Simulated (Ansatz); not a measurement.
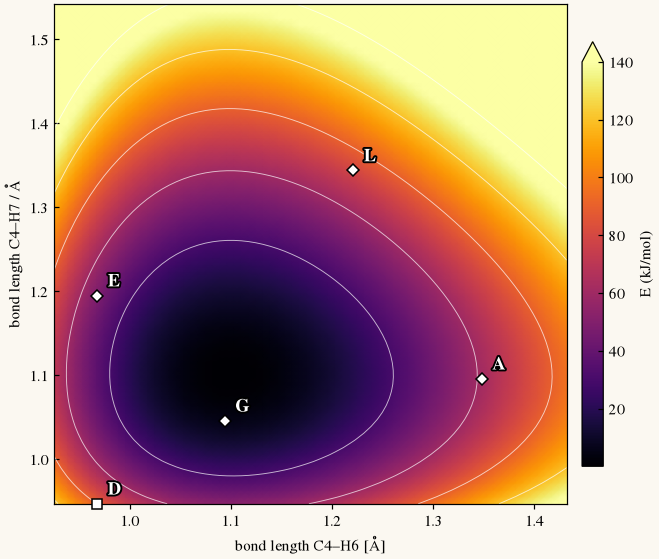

C₃H₃I, SMILES IC1=CC1. Coordinates scanned: (1) bond length C4–H6; (2) bond length C4–H7. Nothing is relaxed (all other coordinates rigid). The grid has 13 × 13 points. Points are written as (first, second). Energies: kJ/mol, counted from the relaxed molecule at the same level. All numbers below come from Ansatz 0.2.0, RKS PBE0-D4/def2-SVP.

The picture shows a smooth colour map with a few white contour lines, one colour for all values above the top of the scale, lettered points. Between grid points the surface is interpolated.

Question: What kind of point is each of A, E, L: minimum, saddle, maximum or slope?

Answer: A: on a slope; E: on a slope; L: on a slope. (In these two coordinates alone; a stationary point may lie a little off the grid point.)

Question: Rank the lettered points by energy, lowest first.

Answer: G (6 kJ/mol), E (49 kJ/mol), A (62 kJ/mol), L (79 kJ/mol), D (90 kJ/mol).
